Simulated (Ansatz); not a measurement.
# GeH₄S₂ (built from SMILES [SH][GeH2][SH]): a reaction path by the nudged elastic band

Aim: the minimum-energy path between two given structures and its highest point. Both ends were relaxed at PBE0-D4 in triple zeta.

Program: Ansatz 0.2.0, Gaussian basis. Level of theory: PBE0-D4/def2-SVP. These are calculated values, not measurements.

17 further runs of the same task are left out: 1 that didn't finish, 16 set aside as unsound or not needed.

**1. Starting geometry**

The first end: 7 atoms, charge 0, spin multiplicity 1.

Atoms are counted from 1 here; the program's logs count them from 0.

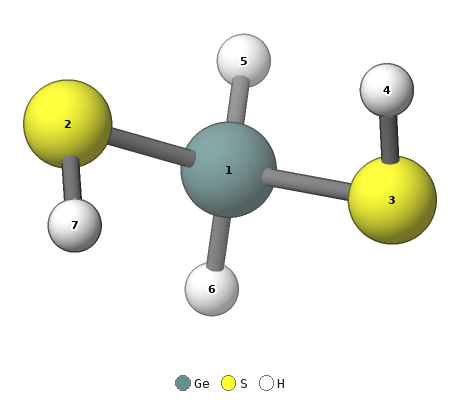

Start geometry, drawn with germanium teal, sulfur yellow, hydrogen white; atoms are numbered from 1 in the order of the file.

Coordinates:

```xyz
7
GeH4S2
Ge   -0.5199   -0.0835    0.3898
S     1.5211   -0.8113    0.8686
S    -0.5875    0.9598   -1.5678
H     0.3540    1.8569   -1.2307
H    -0.8746    0.8533    1.5519
H    -1.5216   -1.2367    0.2440
H     1.6284   -1.5384   -0.2559
```

The second end:

```
Ge   -1.07936    0.14790    0.21919
S     1.52614   -0.51720    0.34008
S    -1.26596    1.05261   -1.60685
H     1.82703    0.71598   -0.10387
H    -0.95810    0.90999    1.55763
H    -1.47790   -1.31656    0.50771
H     1.42814   -0.99272   -0.91400
```

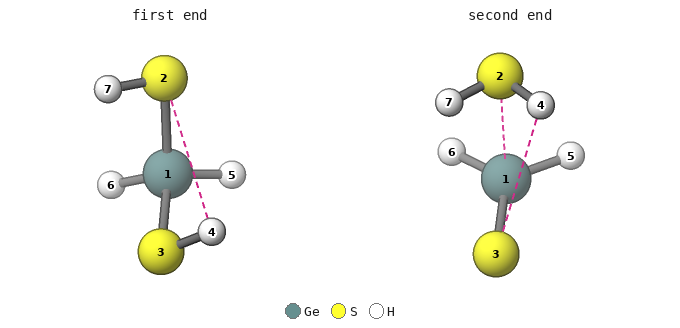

The two ends; dashed lines mark the contacts followed along the path.

**2. The band at PBE0-D4/def2-SVP**

File neb/in.yaml:

```yaml
crystal:
  periodic: [false, false, false]
  atoms:
    - {symbol: Ge, position_ang: [-0.519862, -0.083536, 0.389768]}
    - {symbol: S, position_ang: [1.521123, -0.811331, 0.868646]}
    - {symbol: S, position_ang: [-0.587453, 0.959795, -1.567791]}
    - {symbol: H, position_ang: [0.353998, 1.856899, -1.230716]}
    - {symbol: H, position_ang: [-0.874587, 0.853305, 1.551950]}
    - {symbol: H, position_ang: [-1.521610, -1.236718, 0.243985]}
    - {symbol: H, position_ang: [1.628389, -1.538415, -0.255943]}
basis:
  gaussian: {orbitals: def2-SVP}
hamiltonian: {xc: pbe0, dispersion: d4}
neb:
  images: 5
  climbing: true
  max_iterations: 40
  initial_path: idpp
  final_atoms:
    - {symbol: Ge, position_ang: [-1.079359, 0.147897, 0.219186]}
    - {symbol: S, position_ang: [1.526139, -0.517203, 0.340084]}
    - {symbol: S, position_ang: [-1.265959, 1.052613, -1.606845]}
    - {symbol: H, position_ang: [1.827033, 0.715980, -0.103866]}
    - {symbol: H, position_ang: [-0.958100, 0.909995, 1.557633]}
    - {symbol: H, position_ang: [-1.477901, -1.316563, 0.507713]}
    - {symbol: H, position_ang: [1.428145, -0.992720, -0.914004]}
```

On the command line:

```bash
ansatz run in.yaml --threads 4 --pin off --events-out ev --progress --plain --max-ram 9574MiB
```

Standard output:

```text
Functional definition: PBE0
  name "PBE0"
  cite "Adamo & Barone, J. Chem. Phys. 110, 6158 (1999) doi:10.1063/1.478522"
  cite "Perdew, Burke & Ernzerhof, Phys. Rev. Lett. 77, 3865 (1996) doi:10.1103/PhysRevLett.77.3865"
  parent pbe
  parameter a = 0.25
  parameter kappa = 0.804
  parameter beta = 0.06672455060314922
  exchange = (1 - a)*pbe_x(kappa = kappa, mu = beta*pi^2/3) + a*exact_x
  correlation = pbe_c(beta = beta)
900 factors; integrals over basis functions are off by at most 2.8e-4 eV
mean field evaluation 1: about -78226.1932 eV, gradient 1.9e1 eV
mean field evaluation 2: about -78226.1805 eV, gradient 2.0e1 eV
mean field evaluation 4: about -78226.8326 eV, gradient 4.4e-1 eV
mean field evaluation 8: about -78226.8442 eV, gradient 1.8e-2 eV
mean field -78226.84417062 eV, -2874.7834992108 hartree, gradient 4.6e-5 eV, S^2 0.000000; 0 other end points of the search recorded, 0 dependent functions left out
the calculation of the forces begins
reference -78226.84419393 eV, -2874.7835000675 hartree; 34, 34 occupied and 54, 54 virtual orbitals, 900 factors
[... from here to the last solve, the lines of the solves are left out (89 solves) ...]
WARN: NEB end point (image 0): max|allowed force component| = 1.868e-1 eV/Å (the criterion of neb.relax_end_points is 1.000e-2). That is over neb.f_tol: it is no minimum, so the barrier can be far off. Relax it first
WARN: NEB end point (image 6): max|allowed force component| = 2.545e-1 eV/Å (the criterion of neb.relax_end_points is 1.000e-2). That is over neb.f_tol: it is no minimum, so the barrier can be far off. Relax it first
NEB iter   1: max|band force component| = 2.955e0 eV/Å  barrier→ = 3.5378 eV  barrier← = 2.2011 eV  Δτ_max = 0.2000 Å  (187 SCF iters)
NEB iter   2: max|band force component| = 3.043e0 eV/Å  barrier→ = 2.5574 eV  barrier← = 1.2207 eV  Δτ_max = 0.2000 Å  (148 SCF iters)
NEB iter   3: max|band force component| = 3.636e0 eV/Å  barrier→ = 1.9514 eV  barrier← = 0.6148 eV  Δτ_max = 0.1010 Å  (144 SCF iters)
NEB iter   4: max|band force component| = 1.186e0 eV/Å  barrier→ = 1.6768 eV  barrier← = 0.3401 eV  Δτ_max = 0.2000 Å  (145 SCF iters)
NEB iter   5: max|band force component| = 1.123e0 eV/Å  barrier→ = 1.6410 eV  barrier← = 0.3044 eV  Δτ_max = 0.1232 Å  (142 SCF iters)
NEB iter   6: max|band force component| = 3.592e-1 eV/Å  barrier→ = 1.5310 eV  barrier← = 0.1944 eV  CI = image 4  Δτ_max = 0.2000 Å  (138 SCF iters)
NEB iter   7: max|band force component| = 4.490e-1 eV/Å  barrier→ = 1.5580 eV  barrier← = 0.2213 eV  CI = image 4  Δτ_max = 0.1000 Å  (140 SCF iters)
NEB iter   8: max|band force component| = 1.661e-1 eV/Å  barrier→ = 1.5442 eV  barrier← = 0.2075 eV  CI = image 4  Δτ_max = 0.0767 Å  (139 SCF iters)
NEB iter   9: max|band force component| = 1.523e-1 eV/Å  barrier→ = 1.5455 eV  barrier← = 0.2088 eV  CI = image 4  Δτ_max = 0.0344 Å  (139 SCF iters)
902 factors; integrals over basis functions are off by at most 8.7e-4 eV
mean field -78225.51167635 eV, -2874.7345309497 hartree, gradient 2.5e-6 eV, S^2 0.000000; 0 other end points of the search recorded, 0 dependent functions left out
the calculation of the forces begins
reference -78225.51169997 eV, -2874.7345318178 hartree; 34, 34 occupied and 54, 54 virtual orbitals, 902 factors
NEB iter  10: max|band force component| = 4.910e-2 eV/Å  barrier→ = 1.5414 eV  barrier← = 0.2048 eV  CI = image 4  Δτ_max = 0.0000 Å  (974 SCF iters)
Total energy: -78225.44935301 eV, -2874.7322406093 hartree
Atom 0 at    -0.926879     0.009582     0.281150 Å, force     0.039405     0.002496    -0.000670 eV/Å
Atom 1 at     1.576828     0.086497     0.380995 Å, force    -0.047922     0.013412    -0.027716 eV/Å
Atom 2 at    -0.854375     0.954880    -1.601156 Å, force    -0.009123     0.004044     0.004260 eV/Å
Atom 3 at     0.953485     0.754060    -0.795502 Å, force     0.019219    -0.013440     0.022566 eV/Å
Atom 4 at    -1.251649     0.764723     1.586890 Å, force    -0.001006    -0.003920    -0.006186 eV/Å
Atom 5 at    -1.202905    -1.500097     0.455559 Å, force    -0.002339     0.000064     0.002344 eV/Å
Atom 6 at     1.705493    -1.069646    -0.308036 Å, force     0.001766    -0.002656     0.005403 eV/Å
Dipole moment:     0.346234    -0.453578     0.498937 e Å
```

Wall time 88 s (4 threads of Arm Neoverse V1, shared host).

The last band:

```tsv
image	path (Å)	energy (kcal/mol)	S2–H4 (Å)	Ge1–S2 (Å)	S3–H4 (Å)
0	0.00	0.0	3.59	2.22	1.34
1	0.52	0.4	3.21	2.22	1.35
2	1.04	2.8	2.70	2.24	1.35
3	1.57	15.7	2.04	2.32	1.46
4	2.09	35.5	1.49	2.51	1.99
5	2.87	31.1	1.36	2.78	2.97
6	3.66	30.8	1.34	2.69	3.46
```

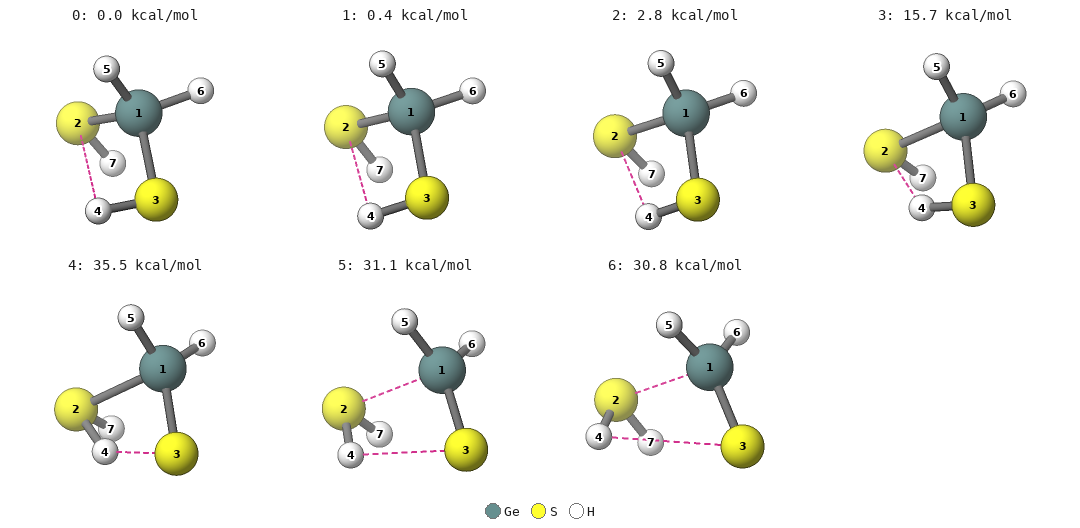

The images of the last band.

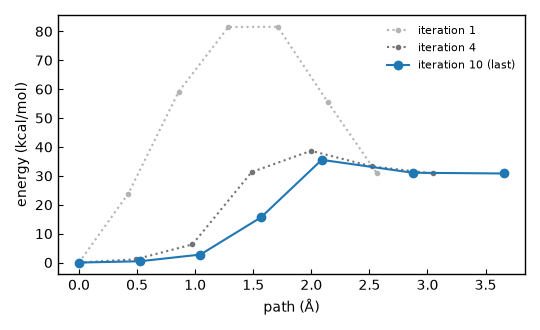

Energy along the path.

The highest image, 4:

```
Ge   -0.9269    0.0096    0.2812
S     1.5768    0.0865    0.3810
S    -0.8544    0.9549   -1.6012
H     0.9535    0.7541   -0.7955
H    -1.2516    0.7647    1.5869
H    -1.2029   -1.5001    0.4556
H     1.7055   -1.0696   -0.3080
```

**3. What came out**

```
                                                                       quantity                                                     value
                                                PBE0-D4/def2-SVP, 10 iterations  highest 35.5 kcal/mol (image 4), last end +30.8 kcal/mol
from earlier runs: barrier over the separately found saddle, CCSD(T)/def2-TZVPP                                             39.6 kcal/mol
```

The highest image lies 35.5 kcal/mol above the first end, and it climbed, so it estimates the saddle. The ends are not quite minima at this level (largest force component 0.25 eV/Å), so the heights are unreliable: relaxing the first end would lower it and raise the barrier above it. The highest image is 4.1 kcal/mol below the CCSD(T) barrier in triple zeta, which comes from separate runs on the saddle.
